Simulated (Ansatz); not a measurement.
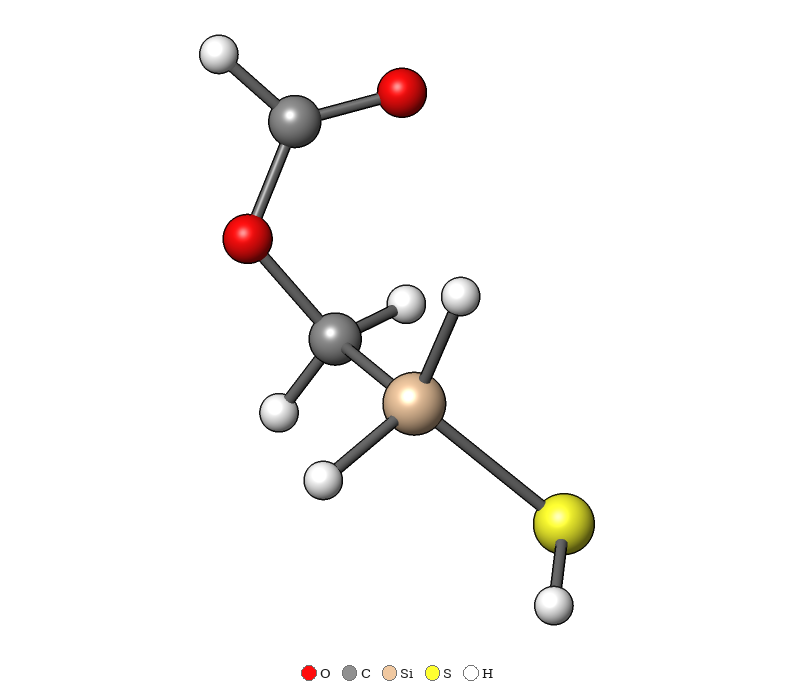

Figure made from data computed with Ansatz.

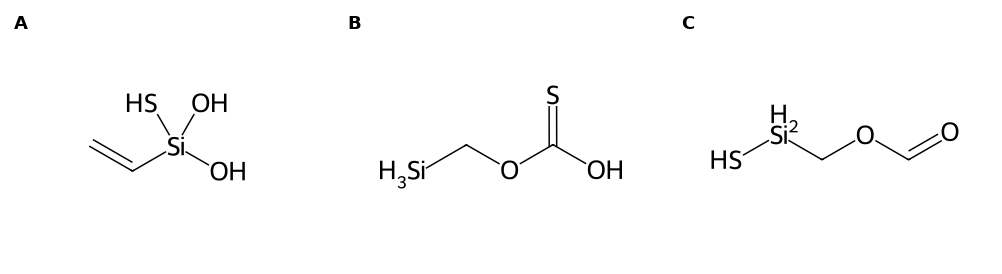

### Which structural formula matches the 3D model?

C, `O=COC[SiH2]S`.
